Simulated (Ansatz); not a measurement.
Input

```
crystal:
  periodic: [false, false, false]
  atoms:
    - {symbol: O, position_ang: [1.665854, -0.165689, -0.482790]}
    - {symbol: Ta, position_ang: [-0.166311, 0.206757, -0.334175]}
    - {symbol: O, position_ang: [-0.319889, -0.932045, 1.164562]}
    - {symbol: Cl, position_ang: [-1.531806, -1.119098, -1.614518]}
    - {symbol: Cl, position_ang: [-0.004934, 1.820541, -2.011690]}
    - {symbol: Cl, position_ang: [-0.974324, 1.887315, 1.060517]}
    - {symbol: H, position_ang: [2.124155, -0.755568, 0.122741]}
    - {symbol: H, position_ang: [-0.700545, -0.999313, 2.039452]}
basis:
  gaussian: {orbitals: def2-TZVPP}
hamiltonian: {xc: pbe0, dispersion: d4}
output: {orbitals: {seedname: orbitals}}
```

Command:

```sh
ansatz run in.yaml --threads 4 --pin off --events-out ev --progress --plain --max-ram 11315MiB
```

Geometry: PBE0-D4/def2-TZVP; core potentials replace the inner electrons of Ta.

Theory: Ansatz 0.2.0, RKS PBE0-D4/def2-TZVPP.

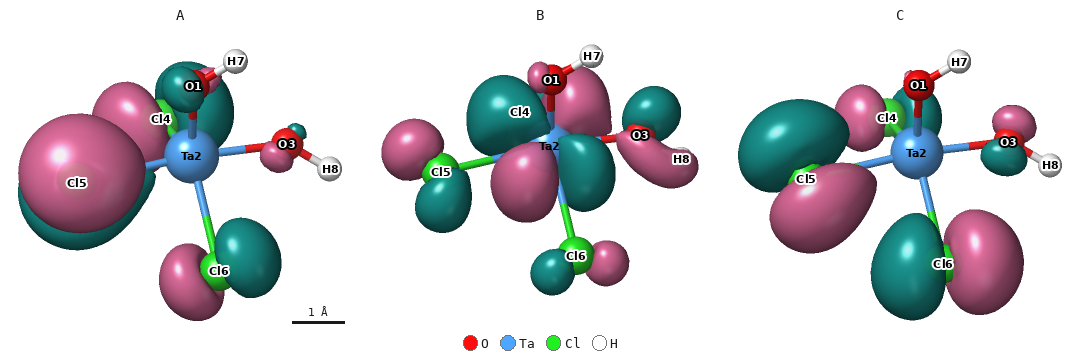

Cl₃H₂O₂Ta (SMILES [OH][Ta]([OH])([Cl])([Cl])[Cl]). Three frontier orbitals at ±0.1 Å⁻³ᐟ² (teal and pink are the two phases), in no order.

**Order the three orbitals by energy and name them.**

A is the HOMO−1 (−8.94 eV). Its weight (Hirshfeld) is mainly on Cl5 (about 60 %), Cl4 (about 20 %) and Cl6 (about 10 %). C is the HOMO (−8.60 eV). It lies mainly on Cl5 (about 45 %), Cl6 (about 40 %) and Cl4 (about 5 %); largely a combination of lone pairs on Cl5, Cl6 and Cl4. B is the LUMO (−2.61 eV). By Hirshfeld shares it lies mainly on Ta2 (about 65 %), Cl5 (about 10 %), O3 (about 10 %) and Cl6 (about 5 %).

**What is the HOMO–LUMO gap?**

5.99 eV between the orbital energies.
